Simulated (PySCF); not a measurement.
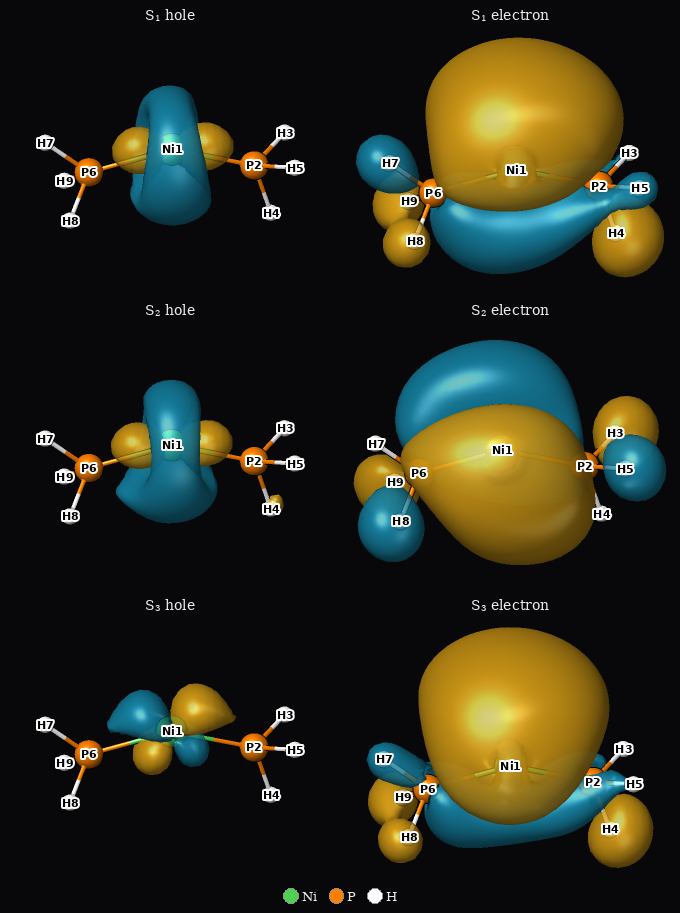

Figure 1: Ni(PH3)2 (H6NiP2). Leading natural transition orbitals (CIS singlet states).

Computed with PySCF, HF/def2-SVPD, geometry: GFN2-xTB. This is a single-reference result, which may miss multireference character in this system. No frequency check shows the geometry to be a minimum. GFN2-xTB bond lengths at metals and heavier atoms can be off by up to 0.1 Å and shapes distorted, which carries into these values.

Give the energy and character of each state.

Answer. By state:
- S₁: 2.84 eV (437 nm), f = 0.079, mixed metal–ligand; the leading pair carries 98 %; hole on Ni1 (82 %) and P2 and P6 (8 % each), electron on Ni1 (33 %) and P2 and P6 (27 % each); their centroids lie 0.6 Å apart.
- S₂: 3.06 eV (405 nm), f = 0.080, metal-to-ligand charge transfer; the leading pair carries 96 %; hole on Ni1 (82 %) and P2 and P6 (8 % each), electron on P2 and P6 (30 % each) and Ni1 (26 %); their centroids lie 0.0 Å apart.
- S₃: 3.60 eV (345 nm), f = 0.012, mixed metal–ligand; the leading pair carries 92 %; hole on Ni1 (84 %) and P2 and P6 (6 % each), electron on Ni1 (38 %), P6 (26 %) and P2 (26 %); their centroids lie 0.7 Å apart.
